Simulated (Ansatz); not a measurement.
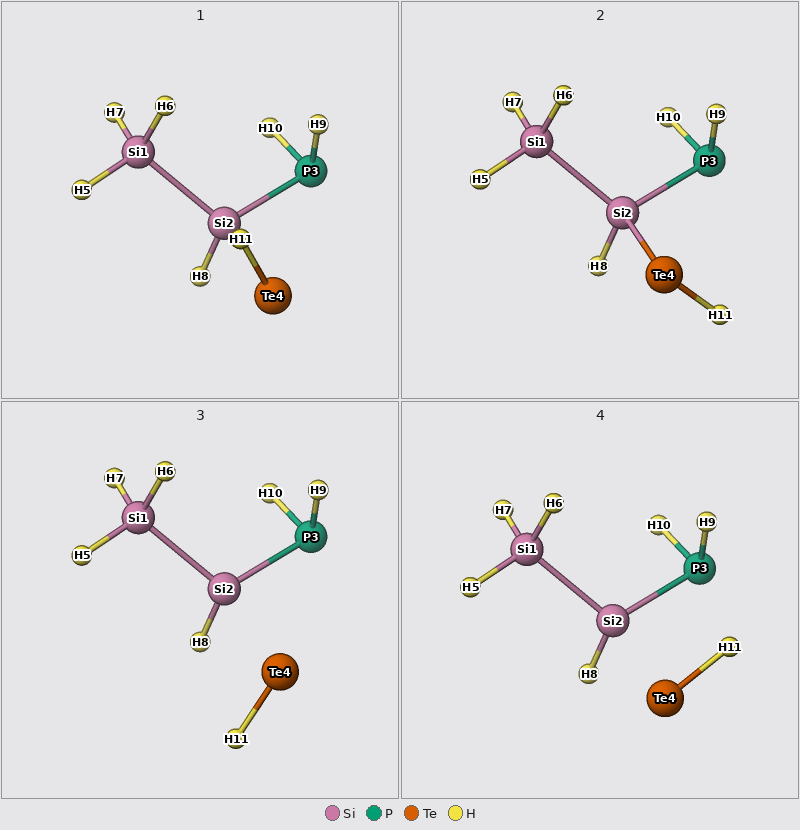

H₇PSi₂Te, SMILES [SiH3][SiH](P)[TeH]. 
- Coordinates scanned: (1) bond length Si2–Te4; (2) dihedral Si1–Si2–Te4–H11.
- Nothing is relaxed (all other coordinates rigid).
- Grid: 9 × 9 points.
- Points are written as (first, second).
- Energies: kJ/mol, counted from the relaxed molecule at the same level.
- The reference is spin-restricted, which grows unreliable where a bond is stretched far.
- Theory: Ansatz 0.2.0, RKS B3LYP-D4/def2-SVP.

The numbered pictures are structures from this grid.

Question: Which is the most stable, and how do the others follow?

Answer: 2, at (2.511 Å, −180°): 4.5 kJ/mol; 1, at (2.942 Å, −20°): 48 kJ/mol; 4, at (3.157 Å, −100°): 88 kJ/mol; 3, at (3.373 Å, 100°): 130 kJ/mol.

The map, with the structures marked:

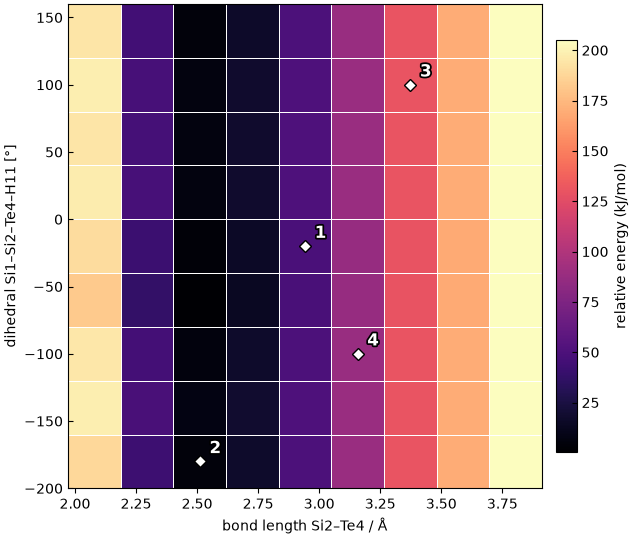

In the figure: one coloured cell a grid point.
